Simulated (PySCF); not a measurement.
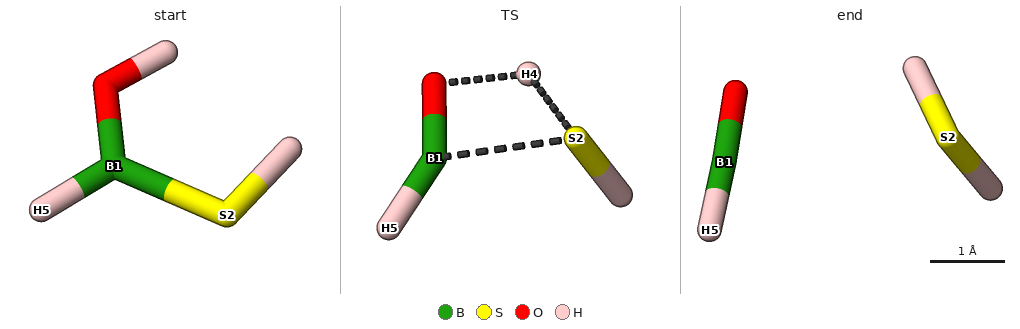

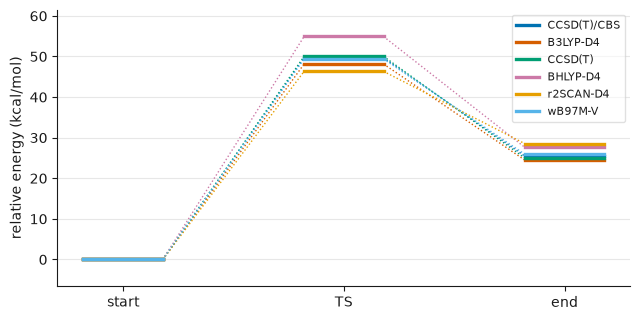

A reaction step of BH3SO, with its energy diagram. A stick model, seen at a tilt. Dashed sticks mark bonds that form or break.

Stationary points at PBE0-D4/def2-TZVP, single-point energies with CCSD(T)/CBS, B3LYP-D4, CCSD(T), BHLYP-D4, r2SCAN-D4, wB97M-V (def2-TZVPP where no basis is named; PySCF 2.14.0). The energies are electronic, without zero-point or thermal terms, and both ends are the minima reached downhill from the saddle, with any fragments still in contact. CCSD(T)/CBS stands for a frozen-core estimate: MP2 correlation extrapolated from def2-TZVPP and def2-QZVPP, CCSD(T) minus MP2 from the smaller set.

Q: What happens, and what does it cost?

A: Counted by bonded pieces, the start holds BH₃SO and the end holds BHO + H₂S. From the start over the saddle to the end, a bond forms: H–S (2.89 → 1.52 → 1.34 Å). Bonds break: B–S (1.81 → 2.15 → 3.33 Å), H–O (0.96 → 1.44 → 2.73 Å). The saddle has one imaginary mode, 1282i cm⁻¹. With CCSD(T)/CBS the barrier is 49.6 kcal/mol from the start and 24.2 kcal/mol from the end, and the end lies 25.5 kcal/mol above the start.

```csv
level,barrier from the start (kcal/mol),barrier from the end (kcal/mol),the end less the start (kcal/mol)
CCSD(T)/CBS,49.6,24.2,25.5
B3LYP-D4,48.2,23.7,24.5
CCSD(T),50.0,25.0,25.0
BHLYP-D4,54.9,27.3,27.6
r2SCAN-D4,46.3,17.8,28.5
wB97M-V,49.4,23.5,25.9
```

Against CCSD(T)/CBS, wB97M-V comes closest on the barrier from the start (−0.2 kcal/mol) and BHLYP-D4 misses most (+5.3 kcal/mol).
